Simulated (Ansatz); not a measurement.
**CH2BNO2: harmonic frequencies at the relaxed geometry in Python**

At which frequencies does CH2BNO2 vibrate? The task is harmonic frequencies at the relaxed geometry, for CH2BNO2. SMILES: N#COBO.

Computed with Ansatz 0.2.0 through its Python package. Level of theory: Hartree-Fock/6-31G*.

## Step 1: Starting point

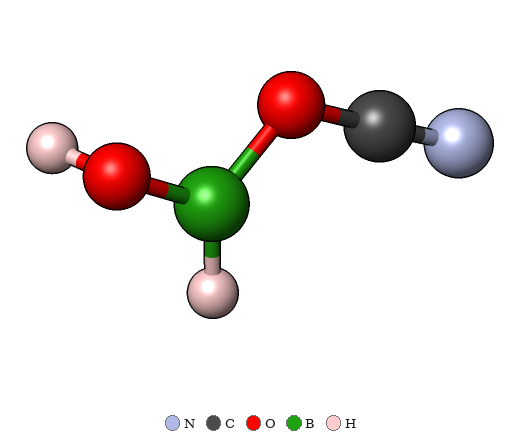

The structure that the script starts from, seen from a chosen angle (nitrogen light blue, carbon dark grey, oxygen red, boron green, hydrogen pink).

The script holds or builds the structure itself.

## Step 2: The code

Input file freq_ch2bno2.py:

```python
# -*- coding: utf-8 -*-
"""Vibrations of CH2BNO2."""

import ansatz as az
from ase import Atoms
from ase.thermochemistry import IdealGasThermo
import numpy as np

system = (
    az.Crystal.molecule()
    .atom("N", [0.6702, -2.1207, 1.9518])
    .atom("C", [0.3214, -1.54, 0.9587])
    .atom("O", [-0.0581, -0.9004, -0.2124])
    .atom("B", [0.1596, 0.5839, -0.3168])
    .atom("O", [-0.2885, 1.2285, -1.5761])
    .atom("H", [0.4823, 1.2336, 0.5945])
    .atom("H", [-1.2257, 1.447, -1.4455])
)

calculation = system.calculation()
calculation = calculation.basis(gaussian="6-31G*")
calculation = calculation.functional("HF").accuracy("medium")
calculation = calculation.scf(lower_state_search="standard")
symbols = [site.symbol for site in system.cartesian_sites]
start = np.array([site.position_ang for site in system.cartesian_sites], dtype=float)
report = calculation.relax(force_tolerance=0.003, max_steps=100).run(threads=1, backend="cpu").report
end = np.array(report["positions_ang"])

print("bond        before    after (A)")
for i, j in [(0, 1), (1, 2), (2, 3), (3, 4), (3, 5), (4, 6)]:
    d0, d1 = (np.linalg.norm(xyz[i] - xyz[j]) for xyz in (start, end))
    print(f"{symbols[i]}{i}-{symbols[j]}{j}".ljust(10), f"{d0:8.4f} {d1:8.4f}")

# frequencies need a stationary point, so they are taken at the relaxed geometry
minimum = az.Crystal.molecule()
for symbol, xyz in zip(symbols, end):
    minimum = minimum.atom(symbol, xyz.tolist())
vibrating = minimum.calculation()
vibrating = vibrating.basis(gaussian="6-31G*")
vibrating = vibrating.functional("HF").accuracy("medium")
vibrating = vibrating.scf(lower_state_search="standard")
vibrating = vibrating.phonons(temperatures=(200, 600, 100))
vib = vibrating.run(threads=1, backend="cpu").report["vibrations"]
sums = vib["harmonic_sums"]
modes = [m["omega_inv_cm"] for m in sums["modes_at_gamma"] if m["rigid_motion"] == "no"]
for number, w in enumerate(modes, start=1):
    print(f"mode {number:2d} {w:9.1f} 1/cm {w / 8065.544 * 1000:8.2f} meV")
print("imaginary modes:", sum(w < 0 for w in modes), " zero-point energy:", round(sums["zero_point_energy_ev"], 4), "eV")
# rigid rotor and ideal gas, symmetry number taken as one
gas = IdealGasThermo(vib_energies=[w / 8065.544 for w in modes if w > 0], geometry="linear" if len(modes) == 3 * len(symbols) - 5 else "nonlinear",
                     atoms=Atoms(symbols, positions=end), symmetrynumber=1, spin=0.0)
print(f"H(298 K) - E = {gas.get_enthalpy(298.15, verbose=False):.4f} eV")
print(f"S(298 K, 1 bar) = {96485.33 * gas.get_entropy(298.15, 1e5, verbose=False):.1f} J/(mol K) with symmetry number 1")
```

## Step 3: The calls as engine input

The package turns the script's settings into the engine's input (first run):

```yaml
crystal:
  periodic: [false, false, false]
  atoms:
    - { symbol: "N", position_ang: [0.6702, -2.1207, 1.9518] }
    - { symbol: C, position_ang: [0.3214, -1.54, 0.9587] }
    - { symbol: O, position_ang: [-0.0581, -0.9004, -0.2124] }
    - { symbol: B, position_ang: [0.1596, 0.5839, -0.3168] }
    - { symbol: O, position_ang: [-0.2885, 1.2285, -1.5761] }
    - { symbol: H, position_ang: [0.4823, 1.2336, 0.5945] }
    - { symbol: H, position_ang: [-1.2257, 1.447, -1.4455] }
accuracy: medium
basis:
  gaussian:
    orbitals: "6-31G*"
hamiltonian:
  xc: hf
scf:
  lower_state_search: standard
relax:
  f_tol: 0.003
  max_steps: 100
```

## Step 4: Launch

Run with:

```bash
$ python freq_ch2bno2.py
```

Output:

```text
bond        before    after (A)
N0-C1        1.2021   1.1357
C1-O2        1.3873   1.2806
O2-B3        1.5038   1.3897
B3-O4        1.4840   1.3301
B3-H5        1.1648   1.1841
O4-H6        0.9712   0.9463
mode  1     120.7 1/cm    14.96 meV
mode  2     187.3 1/cm    23.22 meV
mode  3     475.2 1/cm    58.92 meV
mode  4     582.6 1/cm    72.23 meV
mode  5     591.5 1/cm    73.33 meV
mode  6     627.9 1/cm    77.86 meV
mode  7     967.4 1/cm   119.94 meV
mode  8    1013.7 1/cm   125.69 meV
mode  9    1143.4 1/cm   141.77 meV
mode 10    1260.9 1/cm   156.33 meV
mode 11    1351.5 1/cm   167.56 meV
mode 12    1534.8 1/cm   190.30 meV
mode 13    2643.2 1/cm   327.72 meV
mode 14    2823.5 1/cm   350.07 meV
mode 15    4142.6 1/cm   513.61 meV
imaginary modes: 0  zero-point energy: 1.2068 eV
H(298 K) - E = 1.3673 eV
S(298 K, 1 bar) = 296.2 J/(mol K) with symmetry number 1
```

Wall time 1.8 min (1 thread of Arm Neoverse N1, shared host); peak memory 0.26 GiB.

## Step 5: What changed from run to run

The engine's inputs for the other runs:

Run 2, against run 1:

```diff
@@ -4,7 +4,7 @@
-    - { symbol: "N", position_ang: [0.6702, -2.1207, 1.9518] }
-    - { symbol: C, position_ang: [0.3214, -1.54, 0.9587] }
-    - { symbol: O, position_ang: [-0.0581, -0.9004, -0.2124] }
-    - { symbol: B, position_ang: [0.1596, 0.5839, -0.3168] }
-    - { symbol: O, position_ang: [-0.2885, 1.2285, -1.5761] }
-    - { symbol: H, position_ang: [0.4823, 1.2336, 0.5945] }
-    - { symbol: H, position_ang: [-1.2257, 1.447, -1.4455] }
+    - { symbol: "N", position_ang: [0.8120773934382458, -1.9993834232802674, 1.8418888623537848] }
+    - { symbol: C, position_ang: [0.4136151207524324, -1.4771336957554375, 0.9154883606636073] }
+    - { symbol: O, position_ang: [-0.0416801060896436, -0.9199934762325006, -0.1438465946923424] }
+    - { symbol: B, position_ang: [-0.11279866911291994, 0.46086891555845705, -0.28273884014372025] }
+    - { symbol: O, position_ang: [-0.6095193424039489, 0.8827739837440397, -1.4421941718415114] }
+    - { symbol: H, position_ang: [0.2556718097765792, 1.16115928303414, 0.5981623120415351] }
+    - { symbol: H, position_ang: [-0.6561662063607449, 1.8236084129315693, -1.5325599283813531] }
@@ -19,3 +19,5 @@
-relax:
-  f_tol: 0.003
-  max_steps: 100
+phonons:
+  temperatures:
+    t_min: 200.0
+    t_max: 600.0
+    t_step: 100.0
```

Lines on the test bed's own set-up are left out of the output.

A comment line of the script is reworded here; the code is as run.

## Step 6: Run by run

One row for each of the 2 runs:

| run | kind of run | energy from run 2 (eV) | SCF cycles in all | CPU time (s) |
| --- | --- | --- | --- | --- |
| 1 | relaxation | 0.0000 | 107 | 36 |
| 2 | phonons | 0.0000 | 275 | 65 |

## Step 7: Path of the relaxation of run 1

Relaxation path:

```
step  E - E(step 1) (eV)  largest force component (eV/Å)
   1              0.0000                          6.7844
   2             -0.8080                          2.9164
   3             -1.0838                          2.1632
   4             -1.1929                          1.0958
   5             -1.3615                          1.2235
   6             -1.4631                          1.2992
   7             -1.5946                          0.9599
   8             -1.6859                          0.2890
   9             -1.6916                          0.1769
  10             -1.6922                          0.0896
  11             -1.6926                          0.0076
  12             -1.6926                          0.0031
  13             -1.6926                          0.0004
```

Step 1 is the start.

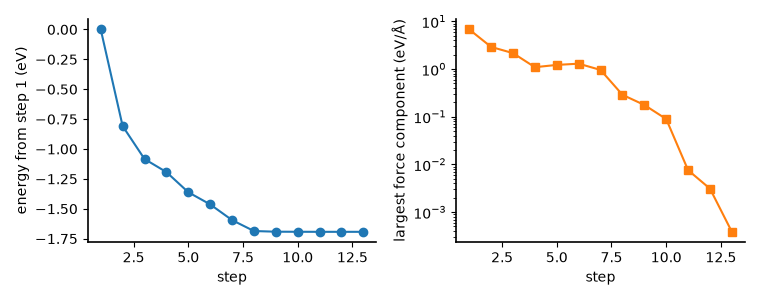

Energy and largest force along the relaxation.

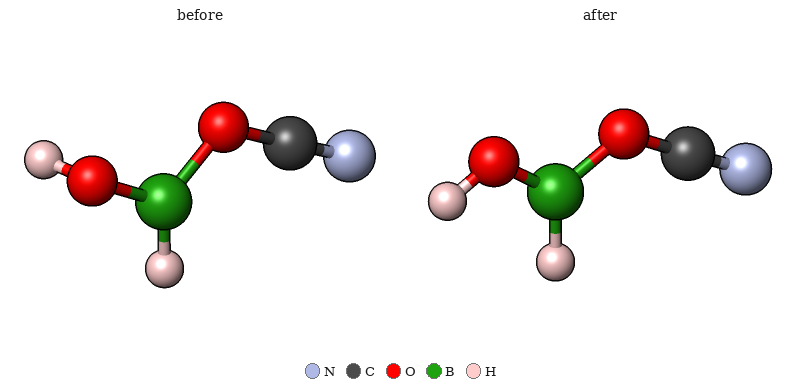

Before and after, at one scale.

Before: Bond lengths: N1–C2 1.202 Å, C2–O3 1.387 Å, O3–B4 1.504 Å, B4–O5 1.484 Å, B4–H6 1.165 Å, O5–H7 0.971 Å. Angles: N1–C2–O3 178.1°, C2–O3–B4 118.3°, O3–B4–O5 116.4°, O3–B4–H6 122.4°, O5–B4–H6 120.4°, B4–O5–H7 106.0°.

After: Bond lengths: N1–C2 1.136 Å, C2–O3 1.281 Å, O3–B4 1.390 Å, B4–O5 1.330 Å, B4–H6 1.184 Å, O5–H7 0.946 Å. Angles: N1–C2–O3 178.4°, C2–O3–B4 122.2°, O3–B4–O5 114.9°, O3–B4–H6 119.8°, O5–B4–H6 125.2°, B4–O5–H7 114.6°.

## Step 8: Vibrations

Frequencies (cm⁻¹; negative: imaginary): 121, 187, 475, 583, 591, 628, 967, 1014, 1143, 1261, 1351, 1535, 2643, 2824, 4143.

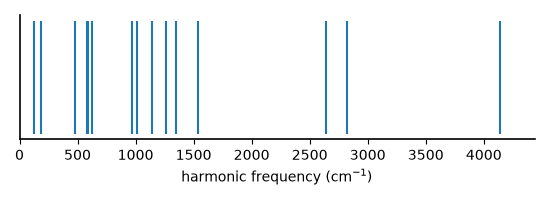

The harmonic frequencies as lines of equal height (no intensities).

## Step 9: Summary of results

| quantity | value |
| --- | --- |
| runs compared | 2 |
| moves of the relaxation of run 1 | 12 |
| energy gained in run 1 | 1.693 eV |
| last largest force component of run 1 | 0.0004 eV/Å |
| highest frequency | 4143 cm⁻¹ |
| imaginary modes | 0 |
| zero-point energy | 1.207 eV |

In words: Run 1: After 12 moves the largest shift is 0.688 Å, of atom 7 (H). All frequencies are real, so the geometry is a minimum. The values are harmonic; measured fundamentals also hold anharmonic shifts, mostly downward for stretches. What to keep in mind:
- The frequencies are harmonic and unscaled, in a modest basis. The result belongs to the one conformer reached from this start, and soft torsions count as harmonic oscillators.
- The entropy takes a symmetry number of 1; a symmetric molecule's is lower by R ln(sigma).
